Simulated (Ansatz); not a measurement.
# TaN (P6/mmm): zone-centre modes under pressure

Wanted: Grüneisen parameters and pressure coefficients of the modes of TaN (P6/mmm).

Method: DFT PBEsol, scalar-relativistic, plane waves, PAW; PAW set soft_1, in Ansatz 0.2.0.

**1. The structure**

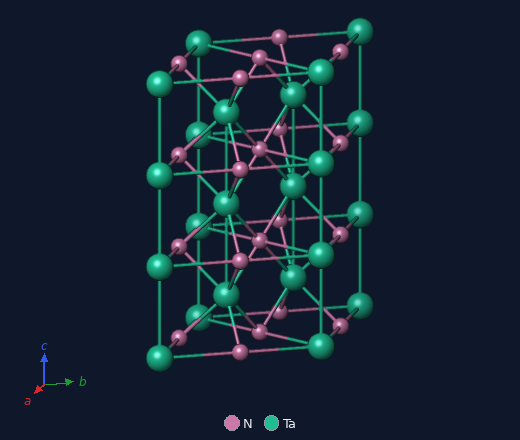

Start, viewed slightly off an axis; nitrogen pink, tantalum teal. 1×1×3 cells are drawn. Some periodic images of atoms are drawn too.

**2. Relaxation**

Harmonic phonons are second derivatives at a point where the forces vanish, and they are wanted at zero stress, so atoms and cell are relaxed first.

input.yaml

```yaml
crystal:
  lattice:
    - [5.191, 0.0, 0.0]
    - [-2.5955, 4.495537871, 0.0]
    - [0.0, 0.0, 2.908]
  atoms:
    - { symbol: "N", position: [0.5, 0.0, 0.0] }
    - { symbol: "N", position: [0.5, 0.5, 0.0] }
    - { symbol: "N", position: [0.0, 0.5, 0.0] }
    - { symbol: Ta, position: [0.0, 0.0, 0.0] }
    - { symbol: Ta, position: [0.33333333, 0.66666667, 0.5] }
    - { symbol: Ta, position: [0.66666667, 0.33333333, 0.5] }
kpoints:
  mp_grid: { grid: [9, 9, 12] }
hamiltonian:
  xc: pbesol
  pseudopotentials: { kind: paw, azcp: { folder: soft_1 }, xc_functional: pbe }
scf:
  occupations: { method: gaussian, width: 0.1 }
output:
  forces: true
  stress: true
  eigenvalues: true
relax:
  adjacent_minimum: "off"
  f_tol: 0.005
  max_steps: 80
  cell: { stress_tol: 0.05 }
```

Launch:

```bash
ansatz run input.yaml --threads 8 --pin off --max-ram 16384MiB --backend cpu --events-out ev --progress --plain --runs-dir out
```

Numbers of over 12 decimals in the logs are rounded to 6 here.

The program printed:

```text
Engine: ansatz 0.2.0, aarch64-unknown-linux-gnu
Pseudopotentials: kind: paw
Pseudopotential: N, paw, valence charge 5, recommended cutoff 420 eV (normal), soft_1/N.paw.azcp
Pseudopotential: Ta, paw, valence charge 13, recommended cutoff 420 eV (normal), soft_1/Ta.paw.azcp
Functional definition: PBEsol
  exchange = pbesol_x
  correlation = pbesol_c
Crystal: 6 atoms, lattice volume = 67.862 Å³
Basis set: ecut = 420 eV, 1287 PW (Γ), exchange–correlation on 72×72×40 points (8 copies of the dense FFT grid, shifted against one another)
Bands: 33, of which v1, the nominal top of the filled ones, is band 27 counted from 1 (26 counted from 0)
Symmetry: 24 space group operations
Space group: P6/mmm (ITA 191), of the structure as read, at distance tolerance 4.1e-5 Å
k-points: 84 of 972
Non-local potential: N, projectors of the file, l = 0: 2, l = 1: 2, l = 2: 1
Non-local potential: Ta, projectors of the file, l = 0: 3, l = 1: 2, l = 2: 2, l = 3: 1
PAW form: soft (Blöchl's): semilocal exchange-correlation on the pseudo side does not see the compensation charge
PAW frozen core: N, regenerated for the run's functional, and the local potential with it (the file was generated under x = pbe(κ = 0.804, μ = 0.219515), c = pbe(β = 0.066725))
PAW frozen core: Ta, regenerated for the run's functional, and the local potential with it (the file was generated under x = pbe(κ = 0.804, μ = 0.219515), c = pbe(β = 0.066725))
PAW one-centre angular grid: N, 110 points (default); XC on 64 Gauss nodes
PAW one-centre angular grid: Ta, 590 points (default); XC on 64 Gauss nodes
Initial density: superposition of atomic densities (chi_scale 0.1, normalization cell, long waves kept (reshape's long-wave potential 0.02 eV rms))
Initial wavefunctions: pseudopotential atomic-orbital guess
Functional: x = pbesol(κ = 0.804, μ = 0.123457), c = pbesol(β = 0.046)
SCF iter   1: F=—  HF=-30564.051501 eV  |F-HF|=—  |Δ(HF+E_count)|=         —  Δρ=7.22e-2  dr2=4.20e0  ethr=3.10e-3  ⟨swp⟩=4.8  Hψ=10997  notcnv=0
preconditioner: auto → Kerker (q_TF=auto, 2.626 Å⁻¹)  [metal: Δε(μ)=0.027 eV  Ē_g=9.590 eV  σ=0.100 eV  W_gap=0.15  n_scr=26 (ndim 8)  ℏωp=24.7 eV  f_vac=0.000  D(μ)=1.12/eV (n_scr^D=6)]
SCF iter   2: F=—  HF=-30563.232829 eV  |F-HF|=—  |Δ(HF+E_count)|=   8.19e-1  Δρ=3.55e-2  dr2=8.25e-1  ethr=3.10e-3  ⟨swp⟩=2.0  Hψ=4874  notcnv=0  defer=111
SCF iter   3: F=—  HF=-30563.061990 eV  |F-HF|=—  |Δ(HF+E_count)|=   1.71e-1  Δρ=1.19e-2  dr2=9.37e-2  ethr=1.53e-3  ⟨swp⟩=2.0  Hψ=3349  notcnv=0  defer=111
SCF iter   4: F=—  HF=-30563.035843 eV  |F-HF|=—  |Δ(HF+E_count)|=   2.61e-2  Δρ=2.69e-3  dr2=7.87e-3  ethr=1.74e-4  ⟨swp⟩=2.1  Hψ=4071  notcnv=0  defer=112
SCF iter   5: F=—  HF=-30563.033853 eV  |F-HF|=—  |Δ(HF+E_count)|=   1.99e-3  Δρ=9.78e-4  dr2=5.39e-4  ethr=1.46e-5  ⟨swp⟩=2.0  Hψ=3011  notcnv=0  defer=112
SCF iter   6: F=—  HF=-30563.033693 eV  |F-HF|=—  |Δ(HF+E_count)|=   1.60e-4  Δρ=1.51e-4  dr2=2.07e-5  ethr=9.99e-7  ⟨swp⟩=2.2  Hψ=3788  notcnv=0  defer=112
SCF iter   7: F=—  HF=-30563.033691 eV  |F-HF|=—  |Δ(HF+E_count)|=   2.42e-6  Δρ=3.73e-5  dr2=8.83e-7  ethr=3.84e-8  ⟨swp⟩=2.0  Hψ=3904  notcnv=0  defer=112
SCF iter   8: F=-30563.033691 eV  HF=-30563.033691 eV  |F-HF|=8.60e-9  |Δ(HF+E_count)|=   1.79e-7  Δρ=4.89e-6  dr2=1.68e-8  ethr=1.85e-10  ⟨swp⟩=10.5  Hψ=12373  notcnv=0
SCF 1 converged in 8 iterations: F = -30563.033691 eV  dr2 = 1.68e-8
  greatest PAW one-centre occupation: 0.999 electrons in one spin orbital (limit 2), on the Ta atom at site 5 (counted from 0), in its partial waves of l = 0
relax step   1: F+E_penalty+E_count = -30563.03369080 eV  Δ(F+E_penalty+E_count) = +0.000e0 eV  max|allowed force component| = 5.551e-17 eV/Å  Δτ_max = 0.0000 Å  P = +0.736 GPa  Ω = 67.862 Å³  (8 SCF iters, dr2 threshold 1.00e-7 eV, accepted)
Crystal: 6 atoms, lattice volume = 68.273 Å³
Basis set: ecut = 420 eV, 1299 PW (Γ), exchange–correlation on 72×72×40 points (8 copies of the dense FFT grid, shifted against one another)
Initial density: handed on by an earlier stage of this run
Initial wavefunctions: those handed on with the density
iter 1 solved again at ethr=2.49e-6 eV; its pass at ethr=3.10e-3 eV (dr2=1.34e-3 eV) is discarded
SCF iter   1: F=—  HF=-30563.033241 eV  |F-HF|=—  |Δ(HF+E_count)|=         —  Δρ=1.18e-3  dr2=1.35e-3  ethr=2.49e-6  ⟨swp⟩=2.6  Hψ=15082  notcnv=0
preconditioner: auto → Resta (q_TF=auto, 2.624 Å⁻¹)  ε∞=8.0  [insulator: Δε(μ)=0.123 eV  Ē_g=9.289 eV  σ=0.100 eV  W_gap=0.53  n_scr=26 (ndim 8)  ℏωp=24.6 eV  f_vac=0.000  D(μ)=0.31/eV (n_scr^D=0)  ε∞_Penn≈8.0]
SCF iter   2: F=—  HF=-30563.032975 eV  |F-HF|=—  |Δ(HF+E_count)|=   2.66e-4  Δρ=4.87e-4  dr2=1.33e-4  ethr=2.49e-6  ⟨swp⟩=2.0  Hψ=3658  notcnv=0
SCF iter   3: F=—  HF=-30563.032939 eV  |F-HF|=—  |Δ(HF+E_count)|=   3.55e-5  Δρ=2.47e-4  dr2=3.84e-5  ethr=2.46e-7  ⟨swp⟩=2.2  Hψ=3493  notcnv=0
SCF iter   4: F=—  HF=-30563.032925 eV  |F-HF|=—  |Δ(HF+E_count)|=   1.39e-5  Δρ=5.33e-5  dr2=1.90e-6  ethr=7.11e-8  ⟨swp⟩=2.0  Hψ=4070  notcnv=0
SCF iter   5: F=-30563.032925 eV  HF=-30563.032925 eV  |F-HF|=3.42e-8  |Δ(HF+E_count)|=   4.34e-7  Δρ=1.58e-5  dr2=9.23e-8  ethr=1.11e-9  ⟨swp⟩=5.8  Hψ=11118  notcnv=0
SCF 2 converged in 5 iterations: F = -30563.032925 eV  dr2 = 9.23e-8
relax step   2: F+E_penalty+E_count = -30563.03292477 eV  Δ(F+E_penalty+E_count) = +7.660e-4 eV  max|allowed force component| = 1.002e-16 eV/Å  Δτ_max = 0.0000 Å  P = -0.463 GPa  Ω = 68.273 Å³  energy of the carried Pulay correction = -7.030e-4 eV  (5 SCF iters, dr2 threshold 6.00e-7 eV, rejected (line search))
Crystal: 6 atoms, lattice volume = 68.074 Å³
iter 1 solved again at ethr=6.12e-7 eV; its pass at ethr=3.10e-3 eV (dr2=3.30e-4 eV) is discarded
SCF iter   1: F=—  HF=-30563.034906 eV  |F-HF|=—  |Δ(HF+E_count)|=         —  Δρ=6.09e-4  dr2=3.52e-4  ethr=6.12e-7  ⟨swp⟩=3.0  Hψ=14499  notcnv=0
preconditioner: auto → Resta (q_TF=auto, 2.625 Å⁻¹)  ε∞=8.0  [insulator: Δε(μ)=0.128 eV  Ē_g=9.305 eV  σ=0.100 eV  W_gap=0.57  n_scr=26 (ndim 8)  ℏωp=24.7 eV  f_vac=0.000  D(μ)=0.35/eV (n_scr^D=0)  ε∞_Penn≈8.0]
SCF iter   2: F=—  HF=-30563.034834 eV  |F-HF|=—  |Δ(HF+E_count)|=   7.18e-5  Δρ=2.65e-4  dr2=3.96e-5  ethr=6.12e-7  ⟨swp⟩=2.1  Hψ=3650  notcnv=0
SCF iter   3: F=—  HF=-30563.034826 eV  |F-HF|=—  |Δ(HF+E_count)|=   7.84e-6  Δρ=1.28e-4  dr2=1.07e-5  ethr=7.33e-8  ⟨swp⟩=2.2  Hψ=3526  notcnv=0
SCF iter   4: F=—  HF=-30563.034824 eV  |F-HF|=—  |Δ(HF+E_count)|=   2.06e-6  Δρ=2.90e-5  dr2=5.62e-7  ethr=1.98e-8  ⟨swp⟩=2.0  Hψ=4046  notcnv=0
SCF iter   5: F=—  HF=-30563.034824 eV  |F-HF|=—  |Δ(HF+E_count)|=   3.68e-7  Δρ=8.94e-6  dr2=2.76e-8  ethr=1.04e-9  ⟨swp⟩=2.0  Hψ=4002  notcnv=0
SCF iter   6: F=—  HF=-30563.034824 eV  |F-HF|=—  |Δ(HF+E_count)|=   4.24e-9  Δρ=2.02e-6  dr2=2.36e-9  ethr=5.10e-11  ⟨swp⟩=2.0  Hψ=3999  notcnv=0
SCF iter   7: F=-30563.034824 eV  HF=-30563.034824 eV  |F-HF|=1.46e-11  |Δ(HF+E_count)|=  4.73e-10  Δρ=1.66e-7  dr2=9.61e-12  ethr=1.00e-12  ⟨swp⟩=3.4  Hψ=11384  notcnv=0
SCF 3 converged in 7 iterations: F = -30563.034824 eV  dr2 = 9.61e-12
relax step   3: F+E_penalty+E_count = -30563.03482385 eV  Δ(F+E_penalty+E_count) = -1.133e-3 eV  max|allowed force component| = 5.551e-17 eV/Å  Δτ_max = 0.0000 Å  P = +0.068 GPa  Ω = 68.074 Å³  energy of the carried Pulay correction = -3.616e-4 eV  (7 SCF iters, accepted)
[...]
relax step   4: F+E_penalty+E_count = -30563.03480335 eV  Δ(F+E_penalty+E_count) = +2.050e-5 eV  max|allowed force component| = 6.322e-17 eV/Å  Δτ_max = 0.0000 Å  P = +0.012 GPa  Ω = 68.088 Å³  energy of the carried Pulay correction = -3.863e-4 eV  (3 SCF iters, dr2 threshold 1.61e-8 eV, accepted)
Initial wavefunctions: pseudopotential atomic-orbital guess (no wavefunctions were taken with the density)
iter 1 solved again at ethr=5.94e-8 eV; its pass at ethr=3.10e-3 eV (dr2=3.21e-5 eV) is discarded
SCF iter   1: F=—  HF=-30563.035149 eV  |F-HF|=—  |Δ(HF+E_count)|=         —  Δρ=3.83e-5  dr2=5.29e-8  ethr=5.94e-8  ⟨swp⟩=3.1  Hψ=19240  notcnv=0
SCF iter   2: F=—  HF=-30563.035153 eV  |F-HF|=—  |Δ(HF+E_count)|=   4.42e-6  Δρ=1.96e-5  dr2=1.57e-8  ethr=9.80e-11  ⟨swp⟩=2.1  Hψ=4384  notcnv=0
SCF iter   3: F=—  HF=-30563.035153 eV  |F-HF|=—  |Δ(HF+E_count)|=   1.21e-7  Δρ=2.55e-6  dr2=2.76e-9  ethr=2.90e-11  ⟨swp⟩=2.0  Hψ=3687  notcnv=0
SCF iter   4: F=-30563.035153 eV  HF=-30563.035153 eV  |F-HF|=5.09e-11  |Δ(HF+E_count)|=  1.09e-10  Δρ=4.78e-7  dr2=3.94e-11  ethr=1.00e-12  ⟨swp⟩=4.0  Hψ=12104  notcnv=0
SCF 5 converged in 4 iterations: F = -30563.035153 eV  dr2 = 3.94e-11
relax step   5: F+E_penalty+E_count = -30563.03515311 eV  Δ(F+E_penalty+E_count) = -3.498e-4 eV  max|allowed force component| = 9.252e-17 eV/Å  Δτ_max = 0.0000 Å  P = +0.022 GPa  Ω = 68.088 Å³  stress off target by 2.26e-2 GPa  SCF on the basis re-selected at this cell (its energy is not comparable with the rows above)  (4 SCF iters)
basis re-selected at this cell: Δ(F+E_penalty+E_count) = -3.498e-4 eV, ΔP = +0.010 GPa vs the last step (what re-selecting the basis moved, of the pressure what is left beyond the Pulay correction that the steps carried, after the strain that the cell walked since its last selection, with what the two solves' SCF thresholds leave and, on support functions, any second-order correction that the steps lacked; it is no m [...]
SCF converged after 4 iterations
Free energy (F): -30563.035153 eV
Harris-Foulkes:  -30563.035153 eV  (|F-HF|=5.09e-11)
Internal energy: -30563.033407 eV  (E = F + TS)
E sigma→0 (E₀):  -30563.034280 eV
Entropy (-TS):   -0.001746 eV (-0.291 meV/atom)
Fermi energy:    19.318102 eV
--- Per-component energies (eV) ---
  E_band       = -231.413157
  E_kinetic    = 1567.825434
  E_local      = -2039.743259  (includes V_loc(G=0)·N_el)
  E_nonlocal   = 80.762436
  E_hartree    = 731.800400
  E_xc         = -1134.844057
  E_vxc        = -927.735711  (∫ρ·V_xc dr)
  E_paw        = -24914.132155  (= ΣΔE_a)
  E_vpaw       = -376.125889  (= ΣTr[D̂ρ^β])
  E_aug_tail   = 0.003011  (compensation charges beyond the density's cutoff)
  E_ewald      = -4855.430651
  E_core_change = 0.725435  (= ΣΔE_core)
  E_smearing   = -0.001746  (= −TS)
  E_closure    = -0.000000  (closes the sum)
  Σ components = -30563.035153   (vs F -30563.035153, Δ=0.00e0)
--- Forces (eV/Å), atoms counted from 1 ---
  atom   1  N      0.00000000     0.00000000     0.00000000
  atom   2  N      0.00000000     0.00000000     0.00000000
  atom   3  N      0.00000000    -0.00000000     0.00000000
  atom   4  Ta     0.00000000     0.00000000     0.00000000
  atom   5  Ta    -0.00000000    -0.00000000     0.00000000
  atom   6  Ta     0.00000000     0.00000000     0.00000000
  max |Σ_I F_I| component: 9.25e-18 eV/Å
--- Stress (GPa, compression-positive) ---
        0.022586       0.000000       0.000000
        0.000000       0.022586       0.000000
        0.000000       0.000000       0.020235
  P = ⅓ Tr σ = 0.0218 GPa (0.218 kbar)
--- Band table (eV; the first three rows and the last of 84) ---
  k-point 0: bands = [... 23 lower, 16.2343, 16.7555, 17.1655, 18.0066, 18.0066, 20.1259, 20.1259, 20.4230, ... 2 higher]
  k-point 1: bands = [... 23 lower, 16.0619, 16.7917, 17.4791, 18.1666, 18.1666, 20.2334, 20.2334, 20.5025, ... 2 higher]
  k-point 2: bands = [... 23 lower, 16.3296, 16.8925, 18.3138, 18.5721, 18.5721, 19.5886, 19.5886, 20.7278, ... 2 higher]
  k-point 83: bands = [... 23 lower, 15.5984, 16.8233, 16.8233, 17.4839, 21.8660, 21.8660, 21.9468, 21.9468, ... 2 higher]
--- Relaxed structure (4 steps of the walk, 3 accepted, 1 SCFs on fresh bases) ---
  F+E_penalty+E_count = -30563.03515311 eV   max|allowed force component| = 9.252e-17 eV/Å   (the final SCF, on the basis selected at the relaxed cell)
  cell:  # Å, volume = 68.0883 Å³
    - [5.204325, 0.0, 0.0]
    - [-2.602162, 4.507077, 0.0]
    - [0.0, 0.0, 2.902775]
  atoms:
    - { symbol: N, position: [0.5, 0, 0.0] }
    - { symbol: N, position: [0.5, 0.5, 0.0] }
    - { symbol: N, position: [0.0, 0.5, 0.0] }
    - { symbol: Ta, position: [0, 0, 0.0] }
    - { symbol: Ta, position: [0.333333, 0.666667, 0.5] }
    - { symbol: Ta, position: [0.666667, 0.333333, 0.5] }
```

Wall time 13 s (8 threads of Arm Neoverse N1, shared host); peak memory 0.54 GiB.

The steps of the relaxation:

```tsv
step	energy less that of the first step (eV)	largest force component (eV/Å)	pressure (GPa)	volume (Å³)
1	0.0000	0.0000	0.74	67.86
2	0.0008	0.0000	-0.46	68.27
3	-0.0011	0.0000	0.07	68.07
4	-0.0011	0.0000	0.01	68.09
5*	-0.0015	0.0000	0.02	68.09
```

Relaxation steps marked * repeat the geometry before them on a plane-wave basis chosen anew for their cell, so energy and pressure can jump there. Relaxation step 2 was tried and not accepted.

The run keeps the 24 symmetry operations that it works with, so distortions that break them were not tested.

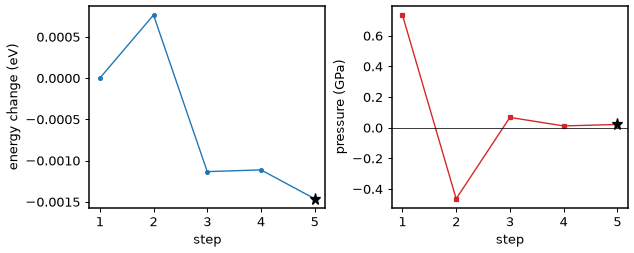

Energy and pressure along the relaxation. Stars mark steps on a basis chosen anew.

```tsv
conventional cell, symmetrised	before	after	change
a (Å)	5.191	5.204	+0.3 %
b (Å)	5.191	5.204	+0.3 %
c (Å)	2.908	2.903	-0.2 %
volume (Å³/atom)	11.31	11.35	+0.3 %
```

The relaxed structure:

```cif
data_structure
_symmetry_space_group_name_H-M 'P 1'
_symmetry_Int_Tables_number 1
_cell_length_a 5.2043
_cell_length_b 5.2043
_cell_length_c 2.9028
_cell_angle_alpha 90.000
_cell_angle_beta 90.000
_cell_angle_gamma 120.000
_cell_volume 68.09
loop_
_atom_site_label
_atom_site_type_symbol
_atom_site_fract_x
_atom_site_fract_y
_atom_site_fract_z
_atom_site_occupancy
N1 N 0.50000 0.00000 0.00000 1
N2 N 0.50000 0.50000 0.00000 1
N3 N 0.00000 0.50000 0.00000 1
Ta4 Ta 0.00000 0.00000 0.00000 1
Ta5 Ta 0.33333 0.66667 0.50000 1
Ta6 Ta 0.66667 0.33333 0.50000 1
```

This step gave:

```yaml
pressure: 0.02180 GPa
volume_per_atom: 11.35 Å³
gap_on_the_k_mesh: 0 eV
```

In this step the volume went from 11.31 to 11.35 Å³/atom.

**3. Tight relaxation**

Phonons need small forces and stress, so the relaxation is finished with tight tolerances on 9×9×12 k points.

input.yaml, the sections that differ from step 2:

```yaml
crystal:
  lattice:
    - [5.2043245937, 0.0, 0.0]
    - [-2.6021622968, 4.5070773077, 0.0]
    - [0.0, 0.0, 2.9027753317]
  atoms:
    - { symbol: "N", position: [0.5, 0.0, 0.0] }
    - { symbol: "N", position: [0.5, 0.5, 0.0] }
    - { symbol: "N", position: [0.0, 0.5, 0.0] }
    - { symbol: Ta, position: [0.0, 0.0, 0.0] }
    - { symbol: Ta, position: [0.3333333333, 0.6666666667, 0.5] }
    - { symbol: Ta, position: [0.6666666667, 0.3333333333, 0.5] }
scf:
  occupations: { method: methfessel_paxton, width: 0.2 }
relax:
  adjacent_minimum: "off"
  f_tol: 0.001
  max_steps: 60
  cell: { stress_tol: 0.01 }
# kpoints, hamiltonian, output: as in step 2
```

The program printed:

```text
[...]
Crystal: 6 atoms, lattice volume = 68.088 Å³
Basis set: ecut = 420 eV, 1287 PW (Γ), exchange–correlation on 72×72×40 points (8 copies of the dense FFT grid, shifted against one another)
Bands: 33, of which v1, the nominal top of the filled ones, is band 27 counted from 1 (26 counted from 0)
Symmetry: 24 space group operations
[...]
k-points: 84 of 972
[...]
cell:  # Å, volume = 68.0929 Å³
    - [5.204544, -2.8868590343707487e-11, 0.0]
    - [-2.602272, 4.507267, 0.0]
    - [0.0, 0.0, 2.902722]
  atoms:
    - { symbol: N, position: [0.5, 0, 0.0] }
    - { symbol: N, position: [0.5, 0.5, 0.0] }
    - { symbol: N, position: [0.0, 0.500000, 0.0] }
    - { symbol: Ta, position: [0, 0, 0.0] }
    - { symbol: Ta, position: [0.333333, 0.666667, 0.5] }
    - { symbol: Ta, position: [0.666667, 0.333333, 0.5] }
[key lines of the parts left out:]
SCF converged after 4 iterations
Free energy (F): -30563.033025 eV
Fermi energy:    19.322119 eV
P = ⅓ Tr σ = -0.0054 GPa (-0.054 kbar)
```

It took 8.7 s on 8 threads; peak memory 0.54 GiB; 61 s of CPU time.

Little changed from the start: no atom moved by 0.005 Å and no cell edge by 0.1 %.

Numbers from this step:

| Property | Result |
| --- | --- |
| pressure | -0.005436 GPa |

The forces vanish by symmetry and the pressure is -0.005 GPa, within the tolerances set. The cell now holds 11.35 Å³/atom.

(Continued in part 2 of 3.)

[Logs are printed without paths, hosts, clocks, repeated set-up lines and the standing remarks that a program may print on its own settings, such as how far it seeks lower states.]

[Hosts, paths, dates, database ids (printed as entryN), source tags and the programs' standing remarks are cut or masked in the printed files.]
